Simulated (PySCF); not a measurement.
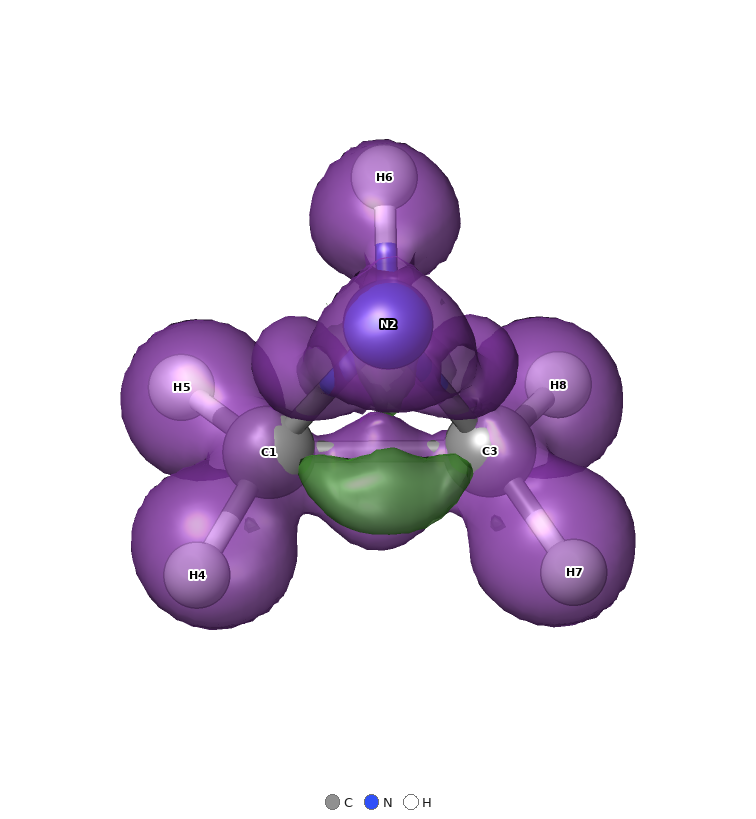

Figure. C2H5N, SMILES `C1NC1`. Deformation density (molecule less spherical, spin-averaged free atoms at the same positions), surfaces at ±0.11 e/Å³; purple: gain, green: loss.

Computed with PySCF, PBE0/aug-cc-pVDZ, geometry: GFN2-xTB. No frequency check shows the geometry to be a minimum.

Input script:

```python
import numpy as np
from pyscf import gto, scf, dft
from pyscf.scf import atom_ks, atom_hf
from scipy.linalg import block_diag

def solve(mol, dm0=None, hcore=None):
    mf = (dft.UKS if mol.spin else dft.RKS)(mol, xc='pbe0')
    mf.grids.level = 3
    mf = mf.density_fit(auxbasis='def2-universal-jkfit')
    mf.conv_tol, mf.max_cycle = 1e-8, 80
    if hcore is not None:
        mf.get_hcore = lambda *args: hcore
    mf.kernel(dm0)
    if not mf.converged:
        mf = mf.newton().run(mf.mo_coeff, mf.mo_occ, max_cycle=30)
    assert mf.converged, 'SCF not converged'
    return mf

mol = gto.M(atom='''
C      0.73866    -0.39026     0.02705
N     -0.00005     0.83456    -0.16924
C     -0.73862    -0.39032     0.02705
H      1.26289    -0.74603    -0.84918
H      1.26253    -0.55966     0.96120
H     -0.00004     1.45313     0.63604
H     -1.26283    -0.74612    -0.84917
H     -1.26247    -0.55975     0.96121
''', basis='aug-cc-pvdz', charge=0, spin=0, verbose=4)
mf = solve(mol)
mf.analyze()
# spherically averaged free atoms, for the promolecule
atm = atom_ks.get_atm_nrks(mol, xc='pbe0')
pro = block_diag(*[(atm[a[0]][2] * atm[a[0]][3]) @ atm[a[0]][2].T for a in mol._atom])
np.savez('result.npz', e=mf.e_tot, c=mf.mo_coeff, occ=mf.mo_occ, eps=mf.mo_energy, pro=pro, dip=mf.dip_moment(verbose=0), s2=mf.spin_square()[0])
```

Run with:

```sh
OMP_NUM_THREADS=1 python input.py
```

The run took 8 s on 1 thread of Arm Neoverse V1, with other jobs on the host, peak memory 0.43 GiB.

Partitions, critical points and surface values were worked out afterwards from this run's density.

**Describe the bonding that the map shows.**

N2–H6: +0.86 e/Å³ at the bond critical point (bond length 1.01 Å). C3–H7 and C1–H4: +0.73 e/Å³ at the bond critical point (bond length 1.08 Å). C1–H5 and C3–H8: +0.71 e/Å³ at the bond critical point (bond length 1.08 Å). C1–C3: +0.34 e/Å³ at the bond critical point (bond length 1.48 Å). N2–C3 and C1–N2: +0.23 e/Å³ at the bond critical point (bond length 1.44 Å). In all, 1.8 electrons gather in the regions of gain relative to the promolecule.
